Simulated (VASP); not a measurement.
Energy against volume of MgS (rock salt). Method: RPBE GGA, VASP's PBE PAW potentials (set 64) (plane waves; VASP).

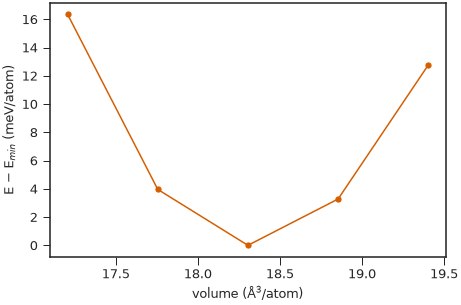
Figure: Energy against volume

Question: Estimate the equilibrium volume and the bulk modulus.

Answer: The minimum lies near 18.3 Å³/atom, and the curvature gives B0 of about 70 GPa.

Measured: bulk modulus 81.0 GPa at 0 K (computed value off by -13.6 %), a 5.188 Å at 0 K (computed value off by +1.6 %), as given by Tamar Goldzak et al., The Journal of Chemical Physics (2022), arXiv:2208.04865 [corrected for zero-point motion].

The compound is MgS in the rock salt structure. It was relaxed first.
